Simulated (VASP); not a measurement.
Band structure of TiSi (relaxed from the rocksalt structure, space group Fm-3m). Level of theory: r2SCAN meta-GGA, VASP's PBE PAW potentials (set 64) (plane waves; VASP).

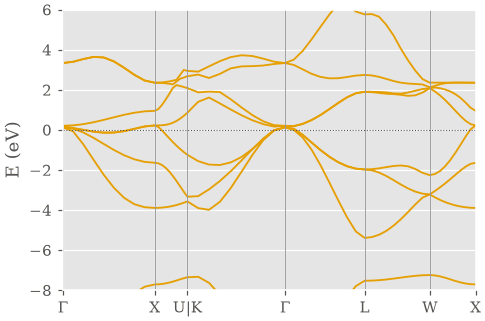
Figure. Bands along high-symmetry lines, zero at the valence-band maximum or, without a gap, the Fermi level

**Question.** Read the plot: is there a gap, and where are the band edges?

**Answer.** It has no gap at this level: it comes out as a metal or semimetal.

The structure was generated: TiSi was put into the rocksalt type (Fm-3m), which need not be its known phase. It was relaxed first, which changed the volume by -21 %.
